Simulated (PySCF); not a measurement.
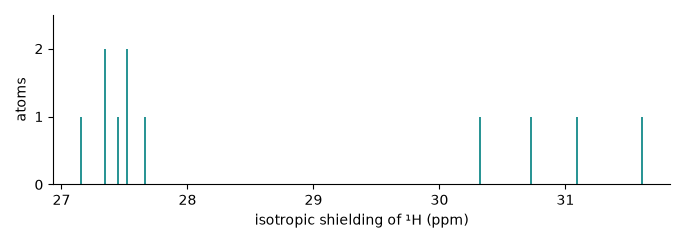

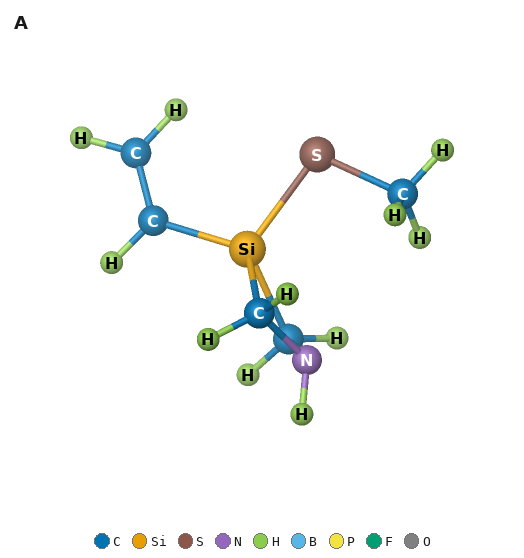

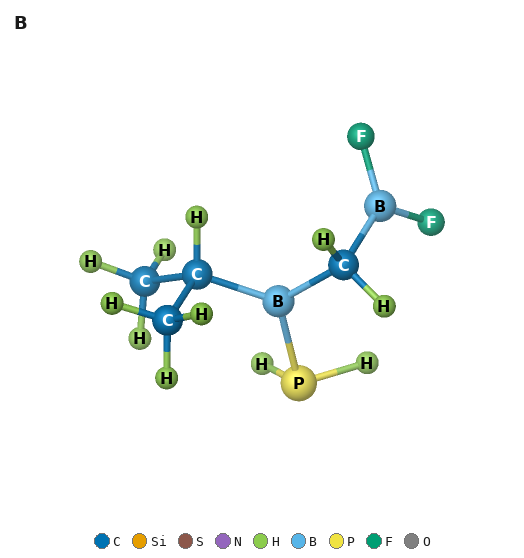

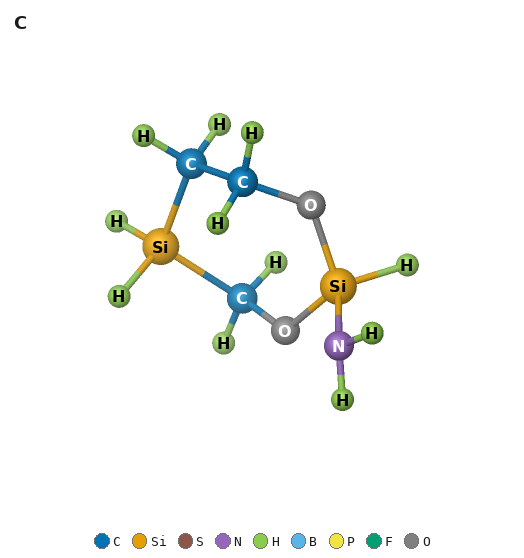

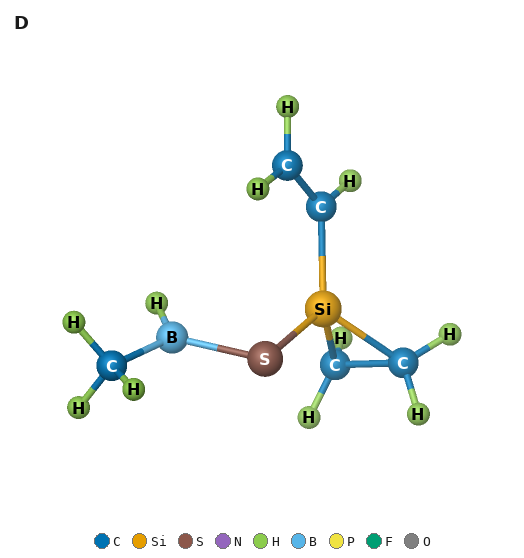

The sticks are computed shieldings of one of the molecules, for one fixed geometry (GFN2-xTB) without averaging over rotations. Low shielding means a high chemical shift. Method: GIAO PBE0/pcSseg-1 NMR shielding, non-relativistic, gas phase (PySCF 2.14.0).

Match the spectrum to a structure.

Answer. C, `N[Si@@H]1OCC[SiH2]CO1`. Its 11 H atoms give lines at 27.16, 27.34 (2 atoms), 27.45, 27.52 (2 atoms), 27.66, 30.32, 30.72, 31.09, 31.61 ppm.

The geometry is semi-empirical. Around B, P, Si such bond lengths and angles can be off by a tenth of an ångström or more and by several degrees, and values that hang on the shape move with them.
